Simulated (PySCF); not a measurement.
C5H8NO (doublet)

```yaml
atoms:
  - { symbol: N, position_ang: [-1.9142, -0.6144, -0.3344] }
  - { symbol: C, position_ang: [-0.6264, -0.4442, 0.3049] }
  - { symbol: C, position_ang: [0.5042, -1.0086, -0.5817] }
  - { symbol: C, position_ang: [1.6665, -0.1511, -0.3209] }
  - { symbol: C, position_ang: [1.3173, 1.0294, 0.3903] }
  - { symbol: O, position_ang: [2.0662, 1.9254, 0.7572] }
  - { symbol: C, position_ang: [-0.1925, 1.0057, 0.6036] }
  - { symbol: H, position_ang: [-2.6649, -0.3422, 0.2893] }
  - { symbol: H, position_ang: [-1.9771, -0.0408, -1.1699] }
  - { symbol: H, position_ang: [-0.6569, -1.0116, 1.2413] }
  - { symbol: H, position_ang: [0.2057, -0.9501, -1.6374] }
  - { symbol: H, position_ang: [0.7063, -2.0652, -0.3906] }
  - { symbol: H, position_ang: [2.6614, -0.3656, -0.6696] }
  - { symbol: H, position_ang: [-0.6494, 1.6973, -0.1105] }
  - { symbol: H, position_ang: [-0.4507, 1.3440, 1.6063] }
```

Geometry: GFN2-xTB.

These are results of UKS B3LYP, pcH-1 on C H N O, non-relativistic, mean-field spin-orbit, GIAO in PySCF 2.14.0, density-fitted response routines, not measurements.

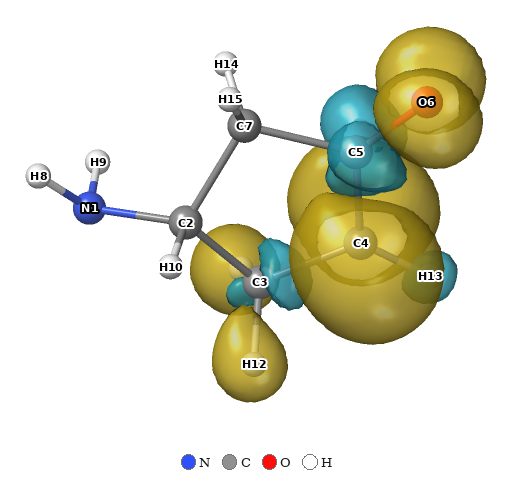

Figure 1. Isosurfaces of the spin density at +0.015 (yellow) and −0.015 e/Å³ (cyan), seen at a tilt.

> Which atoms carry the spin?

The unpaired spin (1 electron) lies mostly on C4 (about 0.5) and O6 (about 0.3), in electrons by Hirshfeld's partition.

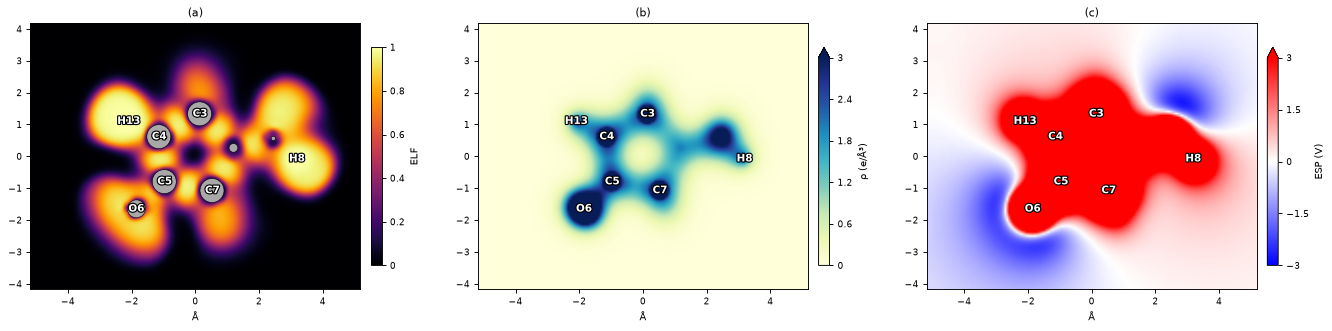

Figure 2. (a) electron localisation function; (b) electron density; (c) molecular electrostatic potential on the plane of atoms C4, C5 and O6. Grey discs cover the atomic cores in the ELF map.

> What does the map show?

The section cuts through C, O and H sites. C–O (1.22 Å): the density is about 3.2 e/Å³ at the midpoint; the ELF peaks at about 0.85 between the atoms (a multiple bond). C–C (1.42 Å): ρ is about 2 e/Å³ halfway; the ELF peaks at about 0.95 between the atoms, as expected for localised, covalent bonding. C–C (1.47 Å): the density is about 1.8 e/Å³ at the midpoint; the ELF peaks at about 0.95 between the atoms; localised, covalent bonding. C–C (1.52 Å): ρ at the midpoint is about 1.7 e/Å³; the ELF peaks at about 0.95 between the atoms (a shared electron pair). C–H (1.08 Å): the density is about 2.1 e/Å³ at the midpoint; the ELF climbs to about 1 towards the hydrogen, as it does in any bond to H; a covalent bond by its length. The ELF also peaks beside O6 and N1, away from the bonds: non-bonding electrons, paired or unpaired. Outside the dense part of the molecule the potential is most negative (−2.7 V) near N1, which lies off the plane.

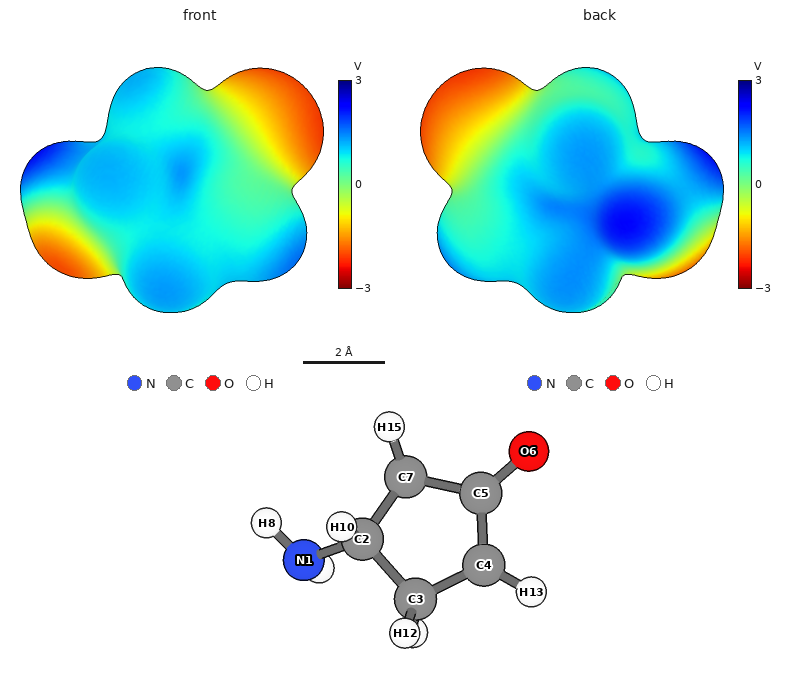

Figure 3. The molecular electrostatic potential painted on the density surface at 0.004 e/bohr³, seen from the front and from behind; the colour scale runs from red (negative) to blue (positive). The bare structure is drawn below in the same view.

> Which sites attract a positive test charge, and which a negative one?

A positive charge is drawn to the negative regions and a negative charge to the positive ones. The most negative region (about −2.1 V, or −48 kcal/mol for a unit charge) lies over O6, the most positive (about +2.2 V, or +51 kcal/mol for a unit charge) over H8 and H9. O6 is the likeliest acceptor of a hydrogen bond.
